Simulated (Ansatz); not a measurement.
# BSF + SiH₄: a complex and its separated parts

Aim: how far the complex at one end of a reaction step lies below its separated, relaxed parts, level by level.

Computed with Ansatz 0.2.0, Gaussian basis. Level: PBE0-D4/def2-TZVP structures, single points in def2-TZVPP, no counterpoise correction.

Levels: SPW92, PBE-D4, BLYP-D4, r2SCAN-D4, B97M-V, PBE0-D4, B3LYP-D4, r2SCAN0-D4, BHLYP-D4, CAM-B3LYP-D4, wB97X-V, wB97M-V, B2PLYP, PBE-QIDH, RPA on PBE, Hartree-Fock, MP2, CCSD, CCSD(T).

Cores are frozen in the correlated methods. B3LYP uses VWN-RPA correlation. B2PLYP carries no dispersion term here.

56 further runs of the same task are left out: 56 set aside as unsound or not needed. Runs told in other sessions of the task aren't counted.

## 1. Starting geometry

The complex: 8 atoms, charge 0, spin multiplicity 1.

Atoms are counted from 1 here; the program's logs count them from 0.

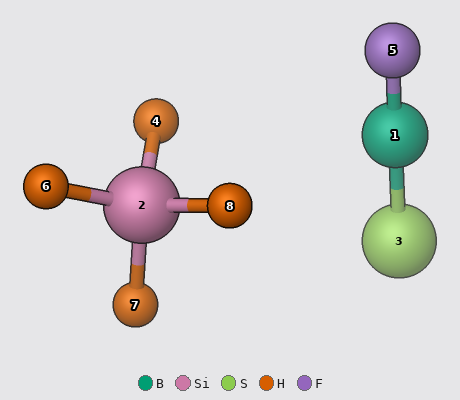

As it starts; boron teal, silicon pink, sulfur green, hydrogen orange, fluorine purple; atoms are numbered from 1 in the order of the file.

As a file:

```csv
atom,x (Å),y (Å),z (Å)
B1,-1.2879,1.8559,0.0449
Si2,0.7467,-1.1337,0.0235
S3,-0.5397,2.3189,-1.3039
H4,-0.7056,-1.2018,-0.2838
F5,-1.8871,1.4977,1.1143
H6,1.1863,-2.4376,0.5831
H7,1.5086,-0.8308,-1.2114
H8,0.9788,-0.0687,1.0334
```

Its parts: BSF holds atoms 1, 3, 5; SiH₄ holds atoms 2, 4, 6, 7, 8. Each part counts its atoms afresh in its own runs.

## 2. Relaxing BSF alone

File relax-a/in.yaml:

```yaml
crystal:
  periodic: [false, false, false]
  atoms:
    - {symbol: B, position_ang: [-1.287910, 1.855919, 0.044855]}
    - {symbol: S, position_ang: [-0.539713, 2.318858, -1.303871]}
    - {symbol: F, position_ang: [-1.887113, 1.497742, 1.114283]}
basis:
  gaussian: {orbitals: def2-TZVP}
hamiltonian: {xc: pbe0, dispersion: d4}
relax: {f_tol: 0.005, max_steps: 200}
```

The run is started by

```sh
$ ansatz run in.yaml --threads 4 --pin off --events-out ev --progress --plain --max-ram 9574MiB
```

What it wrote (excerpt; [...] marks lines left out):

```text
Functional definition: PBE0
  name "PBE0"
  cite "Adamo & Barone, J. Chem. Phys. 110, 6158 (1999) doi:10.1063/1.478522"
  cite "Perdew, Burke & Ernzerhof, Phys. Rev. Lett. 77, 3865 (1996) doi:10.1103/PhysRevLett.77.3865"
  parent pbe
[...]
596 factors; their error is unknown
[...]
mean field -14224.78081363 eV, -522.7510529981 hartree, gradient 6.3e-5 eV, S^2 0.000000; 0 other end points of the search recorded, 0 dependent functions left out
[...]
reference -14224.78083633 eV, -522.7510538325 hartree; 15, 15 occupied and 84, 84 virtual orbitals, 596 factors
[...]
596 factors; their error is unknown
mean field -14224.78095291 eV, -522.7510581166 hartree, gradient 5.2e-5 eV, S^2 0.000000; 1 other end points of the search recorded, 0 dependent functions left out
[...]
reference -14224.78097561 eV, -522.7510589508 hartree; 15, 15 occupied and 84, 84 virtual orbitals, 596 factors
Total energy: -14224.81950276 eV, -522.7524747975 hartree
Atom 0 at    -1.289786     1.859409     0.044273 Å, force     0.000117     0.000066    -0.000206 eV/Å
Atom 1 at    -0.538992     2.317246    -1.303417 Å, force     0.000150     0.000093    -0.000271 eV/Å
Atom 2 at    -1.885958     1.495864     1.114410 Å, force    -0.000268    -0.000159     0.000477 eV/Å
Dipole moment:    -0.114694    -0.069941     0.205879 e Å
```

Wall time 2.1 s (4 threads of Arm Neoverse V2, shared host).

Relaxation path:

```csv
step,energy from step 1 (eV),largest force component (eV/Å)
1,0.0000,0.0695
2,-0.0001,0.0340
3,-0.0001,0.0133
4,-0.0001,0.0005
```

Distances of close pairs at the start and the end, largest changes first:

```csv
bond,before (Å),after (Å),change (Å)
B1–S2,1.610,1.609,-0.001
B1–F3,1.277,1.278,+0.001
```

## 3. Relaxing SiH₄ alone

File relax-b/in.yaml:

```yaml
crystal:
  periodic: [false, false, false]
  atoms:
    - {symbol: Si, position_ang: [0.746656, -1.133704, 0.023479]}
    - {symbol: H, position_ang: [-0.705604, -1.201788, -0.283797]}
    - {symbol: H, position_ang: [1.186303, -2.437601, 0.583124]}
    - {symbol: H, position_ang: [1.508629, -0.830756, -1.211437]}
    - {symbol: H, position_ang: [0.978750, -0.068671, 1.033363]}
basis:
  gaussian: {orbitals: def2-TZVP}
hamiltonian: {xc: pbe0, dispersion: d4}
relax: {f_tol: 0.005, max_steps: 200}
```

The run is started by

```sh
$ ansatz run in.yaml --threads 4 --pin off --events-out ev --progress --plain --max-ram 9574MiB
```

What it wrote (excerpt; [...] marks lines left out):

```text
[... 5 set-up lines as earlier in the session ...]
[...]
444 factors; their error is unknown
[...]
mean field -7939.08487784 eV, -291.7559879557 hartree, gradient 1.6e-5 eV, S^2 0.000000; 0 other end points of the search recorded, 0 dependent functions left out
[...]
Atom 1 at    -0.706019    -1.201184    -0.288034 Å, force    -0.000105    -0.000007    -0.000015 eV/Å
Atom 2 at     1.189554    -2.438852     0.579983 Å, force     0.000033    -0.000109     0.000053 eV/Å
Atom 3 at     1.506715    -0.832137    -1.207836 Å, force     0.000157     0.000062    -0.000253 eV/Å
Atom 4 at     0.981536    -0.065842     1.031674 Å, force     0.000013     0.000072     0.000078 eV/Å
Dipole moment:     0.000001    -0.000000    -0.000001 e Å
```

Run time: 1 s. Hardware: 4 threads of Arm Neoverse V2, shared host.

Step by step:

```csv
step,energy from step 1 (eV),largest force component (eV/Å)
1,0.0000,0.1083
2,-0.0005,0.0155
3,-0.0005,0.0052
4,-0.0005,0.0003
```

Distances of close pairs at the start and the end, largest changes first:

```csv
bond,before (Å),after (Å),change (Å)
Si1–H4,1.482,1.485,+0.002
Si1–H2,1.486,1.485,-0.001
Si1–H5,1.486,1.485,-0.001
Si1–H3,1.485,1.485,-0.001
```

## 4. SPW92/def2-TZVPP

File parta/in.yaml:

```yaml
crystal:
  periodic: [false, false, false]
  atoms:
    - {symbol: B, position_ang: [-1.289786, 1.859409, 0.044273]}
    - {symbol: S, position_ang: [-0.538992, 2.317246, -1.303417]}
    - {symbol: F, position_ang: [-1.885958, 1.495864, 1.114410]}
basis:
  gaussian: {orbitals: def2-TZVPP}
hamiltonian: {xc: lda}
```

File partb/in.yaml:

```yaml
crystal:
  periodic: [false, false, false]
  atoms:
    - {symbol: Si, position_ang: [0.742948, -1.134504, 0.028946]}
    - {symbol: H, position_ang: [-0.706019, -1.201184, -0.288034]}
    - {symbol: H, position_ang: [1.189554, -2.438852, 0.579983]}
    - {symbol: H, position_ang: [1.506715, -0.832137, -1.207836]}
    - {symbol: H, position_ang: [0.981536, -0.065842, 1.031674]}
basis:
  gaussian: {orbitals: def2-TZVPP}
hamiltonian: {xc: lda}
```

Each run has its own folder and the same command.

The run is started by

```sh
$ ansatz run in.yaml --threads 4 --pin off --events-out ev --progress --plain --max-ram 9574MiB
```

Output in parta (excerpt; [...] marks lines left out):

```text
Functional definition: SPW92
  name "SPW92"
  cite "Dirac, Proc. Camb. Phil. Soc. 26, 376 (1930) doi:10.1017/S0305004100016108"
  cite "Slater, Phys. Rev. 81, 385 (1951) doi:10.1103/PhysRev.81.385"
  cite "Perdew & Wang, Phys. Rev. B 45, 13244 (1992) doi:10.1103/PhysRevB.45.13244"
[...]
609 factors; their error is unknown
[...]
mean field -14170.20516475 eV, -520.7454348945 hartree, gradient 2.5e-5 eV, S^2 0.000000; 0 other end points of the search recorded, 0 dependent functions left out
reference -14170.20519360 eV, -520.7454359546 hartree; 15, 15 occupied and 89, 89 virtual orbitals, 609 factors
Total energy: -14170.20519360 eV, -520.7454359546 hartree
```

Output in partb (excerpt; [...] marks lines left out):

```text
[... 5 set-up lines as earlier in the session ...]
[...]
524 factors; their error is unknown
[...]
mean field -7909.52603612 eV, -290.6697205582 hartree, gradient 1.4e-5 eV, S^2 0.000000; 0 other end points of the search recorded, 0 dependent functions left out
reference -7909.52606821 eV, -290.6697217374 hartree; 9, 9 occupied and 89, 89 virtual orbitals, 524 factors
Total energy: -7909.52606821 eV, -290.6697217374 hartree
```

They took 0.25 s (parta), 0.2 s (partb) on 4 threads of Arm Neoverse V2, shared host.

## 5. PBE-D4/def2-TZVPP

Each input of step 4 (parta, partb) changes in the same lines:

```diff
-hamiltonian: {xc: lda}
+hamiltonian: {xc: pbe, dispersion: d4}
```

One command serves all of them, each in its own folder.

The run is started by

```sh
$ ansatz run in.yaml --threads 4 --pin off --events-out ev --progress --plain --max-ram 9574MiB
```

Output in parta (excerpt; [...] marks lines left out):

```text
Functional definition: PBE
  name "PBE"
[... 2 set-up lines as earlier in the session ...]
[...]
609 factors; their error is unknown
[...]
mean field -14223.90281562 eV, -522.7187871665 hartree, gradient 3.7e-5 eV, S^2 0.000000; 0 other end points of the search recorded, 0 dependent functions left out
reference -14223.90284651 eV, -522.7187883015 hartree; 15, 15 occupied and 89, 89 virtual orbitals, 609 factors
Total energy: -14223.94930829 eV, -522.7204957407 hartree
```

Log of partb (excerpt; [...] marks lines left out):

```text
[... 4 set-up lines as earlier in the session ...]
[...]
524 factors; their error is unknown
[...]
mean field -7938.15290145 eV, -291.7217384549 hartree, gradient 1.8e-5 eV, S^2 0.000000; 0 other end points of the search recorded, 0 dependent functions left out
reference -7938.15293575 eV, -291.7217397154 hartree; 9, 9 occupied and 89, 89 virtual orbitals, 524 factors
Total energy: -7938.19527665 eV, -291.7232957150 hartree
```

They took 0.45 s (parta), 0.25 s (partb) on 4 threads of Arm Neoverse V2, shared host.

## 6. BLYP-D4/def2-TZVPP

Each input of step 5 (parta, partb) changes in the same lines:

```diff
-hamiltonian: {xc: pbe, dispersion: d4}
+hamiltonian: {xc: {name: BLYP}, dispersion: d4}
```

The same command starts each run, in its folder.

The run is started by

```sh
$ ansatz run in.yaml --threads 4 --pin off --events-out ev --progress --plain --max-ram 9574MiB
```

parta printed (excerpt; [...] marks lines left out):

```text
Functional definition: BLYP
  name "BLYP"
  cite "Becke, Phys. Rev. A 38, 3098 (1988) doi:10.1103/PhysRevA.38.3098"
  cite "Lee, Yang & Parr, Phys. Rev. B 37, 785 (1988) doi:10.1103/PhysRevB.37.785"
[...]
609 factors; their error is unknown
[...]
mean field -14231.84941074 eV, -523.0108191505 hartree, gradient 2.9e-5 eV, S^2 0.000000; 0 other end points of the search recorded, 0 dependent functions left out
reference -14231.84966384 eV, -523.0108284519 hartree; 15, 15 occupied and 89, 89 virtual orbitals, 609 factors
Total energy: -14231.95498312 eV, -523.0146988641 hartree
```

Output in partb (excerpt; [...] marks lines left out):

```text
[... 4 set-up lines as earlier in the session ...]
[...]
524 factors; their error is unknown
[...]
mean field -7942.32373183 eV, -291.8750136443 hartree, gradient 1.6e-5 eV, S^2 0.000000; 0 other end points of the search recorded, 0 dependent functions left out
reference -7942.32401332 eV, -291.8750239889 hartree; 9, 9 occupied and 89, 89 virtual orbitals, 524 factors
Total energy: -7942.42242811 eV, -291.8786406658 hartree
```

Wall times: 0.8 s (parta), 0.25 s (partb) on 4 threads of Arm Neoverse V2, shared host.

## 7. r2SCAN-D4/def2-TZVPP

The same edit goes into each in.yaml of step 6 (parta, partb):

```diff
-hamiltonian: {xc: {name: BLYP}, dispersion: d4}
+hamiltonian: {xc: r2scan, dispersion: d4}
```

Each run has its own folder and the same command.

The run is started by

```sh
$ ansatz run in.yaml --threads 4 --pin off --events-out ev --progress --plain --max-ram 9574MiB
```

Output in parta (excerpt; [...] marks lines left out):

```text
Functional definition: r2SCAN
  name "r2SCAN"
  cite "Furness, Kaplan, Ning, Perdew & Sun, J. Phys. Chem. Lett. 11, 8208 (2020) doi:10.1021/acs.jpclett.0c02405"
  cite "Furness, Kaplan, Ning, Perdew & Sun, J. Phys. Chem. Lett. 11, 9248 (2020) doi:10.1021/acs.jpclett.0c03077"
  parent r2scan
[...]
609 factors; their error is unknown
[...]
mean field -14229.87236059 eV, -522.9381638976 hartree, gradient 1.7e-5 eV, S^2 0.000000; 0 other end points of the search recorded, 0 dependent functions left out
reference -14229.87236974 eV, -522.9381642342 hartree; 15, 15 occupied and 89, 89 virtual orbitals, 609 factors
Total energy: -14229.88223545 eV, -522.9385267923 hartree
```

partb printed (excerpt; [...] marks lines left out):

```text
[... 5 set-up lines as earlier in the session ...]
[...]
524 factors; their error is unknown
[...]
mean field -7941.75741941 eV, -291.8542020468 hartree, gradient 1.4e-5 eV, S^2 0.000000; 0 other end points of the search recorded, 0 dependent functions left out
reference -7941.75743001 eV, -291.8542024363 hartree; 9, 9 occupied and 89, 89 virtual orbitals, 524 factors
Total energy: -7941.76699937 eV, -291.8545541039 hartree
```

Times: 0.8 s (parta), 0.6 s (partb) on 4 threads of Arm Neoverse V2, shared host.

## 8. B97M-V/def2-TZVPP

The same edit goes into each in.yaml of step 7 (parta, partb):

```diff
-hamiltonian: {xc: r2scan, dispersion: d4}
+hamiltonian: {xc: {name: B97M-V}}
```

The same command starts each run, in its folder.

The run is started by

```sh
$ ansatz run in.yaml --threads 4 --pin off --events-out ev --progress --plain --max-ram 9574MiB
```

Output in parta (excerpt; [...] marks lines left out):

```text
Functional definition: B97M-V
  name "B97M-V"
  cite "Mardirossian & Head-Gordon, J. Chem. Phys. 142, 074111 (2015) doi:10.1063/1.4907719"
  cite "Becke, J. Chem. Phys. 107, 8554 (1997) doi:10.1063/1.475007"
  cite "Vydrov & Van Voorhis, J. Chem. Phys. 133, 244103 (2010) doi:10.1063/1.3521275"
  # Of w^i u^j: cxij and so on, Table III.
[...]
  gx(w, u) = cx00 + cx01*u + cx02*u^2 + (cx10 + cx11*u)*w
[...]
  gos(w, u) = cos00 + cos01*u + cos03*u^3 + cos10*w + cos32*w^3*u^2
[...]
      + integral(e_c_pw_mod_opposite_spin*gos(b97_w_opposite, b97_u_opposite)) + vv10(b, c)
609 factors; their error is unknown
[...]
mean field -14228.80974563 eV, -522.8991135182 hartree, gradient 3.2e-5 eV, S^2 0.000000; 0 other end points of the search recorded, 0 dependent functions left out
reference -14228.80979135 eV, -522.8991151985 hartree; 15, 15 occupied and 89, 89 virtual orbitals, 609 factors
Total energy: -14228.80979135 eV, -522.8991151985 hartree
```

partb printed (excerpt; [...] marks lines left out):

```text
[... 5 set-up lines as earlier in the session ...]
  # Of w^i u^j: cxij and so on, Table III.
[...]
  gx(w, u) = cx00 + cx01*u + cx02*u^2 + (cx10 + cx11*u)*w
[...]
  gos(w, u) = cos00 + cos01*u + cos03*u^3 + cos10*w + cos32*w^3*u^2
[...]
      + integral(e_c_pw_mod_opposite_spin*gos(b97_w_opposite, b97_u_opposite)) + vv10(b, c)
524 factors; their error is unknown
[...]
mean field -7940.58580573 eV, -291.8111460383 hartree, gradient 3.7e-5 eV, S^2 0.000000; 0 other end points of the search recorded, 0 dependent functions left out
reference -7940.58585816 eV, -291.8111479651 hartree; 9, 9 occupied and 89, 89 virtual orbitals, 524 factors
Total energy: -7940.58585816 eV, -291.8111479651 hartree
```

They took 0.95 s (parta), 0.95 s (partb) on 4 threads of Arm Neoverse V2, shared host.

## 9. PBE0-D4/def2-TZVPP

Each input of step 8 (parta, partb) changes in the same lines:

```diff
-hamiltonian: {xc: {name: B97M-V}}
+hamiltonian: {xc: pbe0, dispersion: d4}
+output: {orbitals: {seedname: orbitals}}
```

One command serves all of them, each in its own folder.

The run is started by

```sh
$ ansatz run in.yaml --threads 4 --pin off --events-out ev --progress --plain --max-ram 9574MiB
```

Log of parta (excerpt; [...] marks lines left out):

```text
[... 5 set-up lines as earlier in the session ...]
[...]
640 factors; their error is unknown
[...]
mean field -14224.78225549 eV, -522.7511059855 hartree, gradient 4.8e-5 eV, S^2 0.000000; 0 other end points of the search recorded, 0 dependent functions left out
reference -14224.78227817 eV, -522.7511068189 hartree; 15, 15 occupied and 89, 89 virtual orbitals, 640 factors
Total energy: -14224.82080532 eV, -522.7525226656 hartree
```

Log of partb (excerpt; [...] marks lines left out):

```text
[... 5 set-up lines as earlier in the session ...]
[...]
527 factors; their error is unknown
[...]
mean field -7939.10185160 eV, -291.7566117297 hartree, gradient 5.6e-5 eV, S^2 0.000000; 0 other end points of the search recorded, 0 dependent functions left out
reference -7939.10187749 eV, -291.7566126813 hartree; 9, 9 occupied and 89, 89 virtual orbitals, 527 factors
Total energy: -7939.13645890 eV, -291.7578835247 hartree
```

They took 0.4 s (parta), 0.3 s (partb) on 4 threads of Arm Neoverse V2, shared host.

## 10. B3LYP-D4/def2-TZVPP

The same edit goes into each in.yaml of step 9 (parta, partb):

```diff
-hamiltonian: {xc: pbe0, dispersion: d4}
-output: {orbitals: {seedname: orbitals}}
+hamiltonian: {xc: {name: B3LYP}, dispersion: d4}
```

Each run has its own folder and the same command.

The run is started by

```sh
$ ansatz run in.yaml --threads 4 --pin off --events-out ev --progress --plain --max-ram 9574MiB
```

Log of parta (excerpt; [...] marks lines left out):

```text
Functional definition: B3LYP
  name "B3LYP"
  cite "Stephens, Devlin, Chabalowski & Frisch, J. Phys. Chem. 98, 11623 (1994) doi:10.1021/j100096a001"
[... 2 set-up lines as earlier in the session ...]
  cite "Vosko, Wilk & Nusair, Can. J. Phys. 58, 1200 (1980) doi:10.1139/p80-159"
[...]
621 factors; their error is unknown
[...]
mean field -14232.72030040 eV, -523.0428237554 hartree, gradient 4.3e-5 eV, S^2 0.000000; 0 other end points of the search recorded, 0 dependent functions left out
reference -14232.72048694 eV, -523.0428306107 hartree; 15, 15 occupied and 89, 89 virtual orbitals, 621 factors
Total energy: -14232.79728307 eV, -523.0456528164 hartree
```

partb printed (excerpt; [...] marks lines left out):

```text
[... 6 set-up lines as earlier in the session ...]
[...]
527 factors; their error is unknown
[...]
mean field -7943.47009285 eV, -291.9171416349 hartree, gradient 4.1e-5 eV, S^2 0.000000; 0 other end points of the search recorded, 0 dependent functions left out
reference -7943.47030351 eV, -291.9171493765 hartree; 9, 9 occupied and 89, 89 virtual orbitals, 527 factors
Total energy: -7943.53896912 eV, -291.9196727910 hartree
```

Times: 0.4 s (parta), 0.3 s (partb) on 4 threads of Arm Neoverse V2, shared host.

## 11. r2SCAN0-D4/def2-TZVPP

Each input of step 10 (parta, partb) changes in the same lines:

```diff
-hamiltonian: {xc: {name: B3LYP}, dispersion: d4}
+hamiltonian: {xc: {name: r2SCAN0}, dispersion: d4}
```

Each run has its own folder and the same command.

The run is started by

```sh
$ ansatz run in.yaml --threads 4 --pin off --events-out ev --progress --plain --max-ram 9574MiB
```

parta printed (excerpt; [...] marks lines left out):

```text
Functional definition: r2SCAN0
  name "r2SCAN0"
  cite "Bursch, Neugebauer, Ehlert & Grimme, J. Chem. Phys. 156, 134105 (2022) doi:10.1063/5.0086040"
[... 3 set-up lines as earlier in the session ...]
[...]
640 factors; their error is unknown
[...]
mean field -14229.28109665 eV, -522.9164353489 hartree, gradient 1.2e-5 eV, S^2 0.000000; 0 other end points of the search recorded, 0 dependent functions left out
reference -14229.28110387 eV, -522.9164356141 hartree; 15, 15 occupied and 89, 89 virtual orbitals, 640 factors
Total energy: -14229.29303755 eV, -522.9168741688 hartree
```

Log of partb (excerpt; [...] marks lines left out):

```text
[... 6 set-up lines as earlier in the session ...]
[...]
527 factors; their error is unknown
[...]
mean field -7941.68707240 eV, -291.8516168419 hartree, gradient 3.9e-6 eV, S^2 0.000000; 0 other end points of the search recorded, 0 dependent functions left out
reference -7941.68708086 eV, -291.8516171527 hartree; 9, 9 occupied and 89, 89 virtual orbitals, 527 factors
Total energy: -7941.69814450 eV, -291.8520237340 hartree
```

They took 0.9 s (parta), 0.6 s (partb) on 4 threads of Arm Neoverse V2, shared host.

## 12. BHLYP-D4/def2-TZVPP

The same edit goes into each in.yaml of step 11 (parta, partb):

```diff
-hamiltonian: {xc: {name: r2SCAN0}, dispersion: d4}
+hamiltonian: {xc: {name: BHLYP}, dispersion: d4}
```

The same command starts each run, in its folder.

The run is started by

```sh
$ ansatz run in.yaml --threads 4 --pin off --events-out ev --progress --plain --max-ram 9574MiB
```

parta printed (excerpt; [...] marks lines left out):

```text
Functional definition: BHLYP
  name "BHLYP"
  cite "Becke, J. Chem. Phys. 98, 1372 (1993) doi:10.1063/1.464304"
[... 2 set-up lines as earlier in the session ...]
[...]
719 factors; their error is unknown
[...]
mean field -14230.81562568 eV, -522.9728282506 hartree, gradient 4.2e-5 eV, S^2 0.000000; 0 other end points of the search recorded, 0 dependent functions left out
reference -14230.81575033 eV, -522.9728328312 hartree; 15, 15 occupied and 89, 89 virtual orbitals, 719 factors
Total energy: -14230.87631841 eV, -522.9750586673 hartree
```

partb printed (excerpt; [...] marks lines left out):

```text
[... 5 set-up lines as earlier in the session ...]
[...]
546 factors; their error is unknown
[...]
mean field -7942.64000703 eV, -291.8866365436 hartree, gradient 4.8e-6 eV, S^2 0.000000; 0 other end points of the search recorded, 0 dependent functions left out
reference -7942.64014964 eV, -291.8866417843 hartree; 9, 9 occupied and 89, 89 virtual orbitals, 546 factors
Total energy: -7942.68773289 eV, -291.8883904366 hartree
```

Wall times: 0.45 s (parta), 0.3 s (partb) on 4 threads of Arm Neoverse V2, shared host.

(Part 1 of 2 ends here.)
